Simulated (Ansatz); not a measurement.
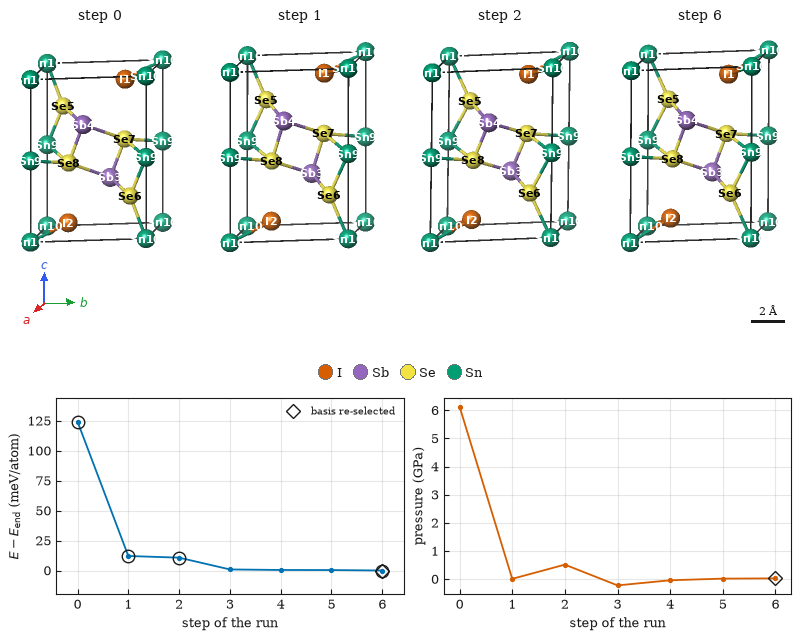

Frames of a relaxation of solid SnSbSe$_{2}$I (a generated structure, set up in C2/m), marked on the history of the run. The picture is a ball-and-stick view of the cell of the calculation, seen slightly off an axis.

The start is a swapped structure.

Method: DFT, PAW plane waves, r2SCAN (Ansatz 0.2.0). (plane-wave cutoff 500 eV; k-point mesh 5 × 5 × 2; occupations fermi dirac; smearing width 0.0889 eV; no spin polarisation; cell and atoms relaxed; force threshold 0.03 eV/Å; at most 80 steps)

> Describe the path.

Over 5 accepted moves (6 points after the start) the energy falls by 124 meV per atom. The largest force component goes from 1.5 to 0.0044 eV/Å. The pressure goes from 6.13 to 0.02 GPa. The SCF was repeated once at an unchanged geometry on a basis and grid sized afresh for the cell, which shifted the energy by 0.4 meV per atom at most. The largest moves relative to the cell, 0.26 Å, are those of I1 and I2. I2 goes along [0 1 2]. Largest moves by element: I 0.26 Å, Se 0.25 Å, Sb 0.15 Å. Sn stays in place. The volume changes by +12.6 %, with a 4.103 → 4.181 Å (+1.9 %), b 7.074 → 7.385 Å (+4.4 %), c 10.273 → 10.860 Å (+5.7 %), α 88.8° → 88.0°, γ 106.9° → 106.4°. Near-neighbour distances that change, for instance: Se5–Sn9 2.703 → 2.976 Å, I1–Sn10 2.885 → 3.123 Å, Se5–Sn10 2.815 → 3.049 Å, Se7–Sn9 2.831 → 3.013 Å. Bond angles that change, for instance: Sn9–Se6–Sn10 137.1° → 128.6°, I1–Sn10–I2 89.4° → 96.0°, Sn10–I1–Sn10 90.6° → 84.0°. The space group stays C2/m (No. 12). From step 0 to 1: I atoms move most (0.20 Å), volume +10.6 %, energy −112 meV per atom. From step 1 to 2: Sb atoms move most (0.20 Å), volume +0.5 %, energy −1.4 meV per atom. From step 2 to 6: Sb atoms move most (0.11 Å), volume +1.4 %, energy −10.7 meV per atom.
